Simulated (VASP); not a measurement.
Band structure of TiTc (space group Pm-3m). Level of theory: PBEsol GGA, VASP's PBE PAW potentials (set 64) (plane waves; VASP).

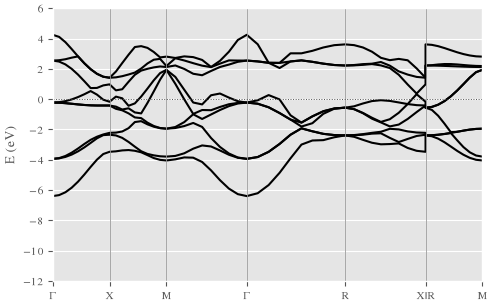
Bands along high-symmetry lines, zero at the valence-band maximum or, without a gap, the Fermi level

Read the plot: is there a gap, and where are the band edges?

It has no gap at this level: it comes out as a metal or semimetal.

The structure comes from a measured TiTc entry of the Crystallography Open Database, whose conditions weren't checked. The cell was not relaxed at this level. The electron count is odd and the run is not spin-polarised, which forces a metal.
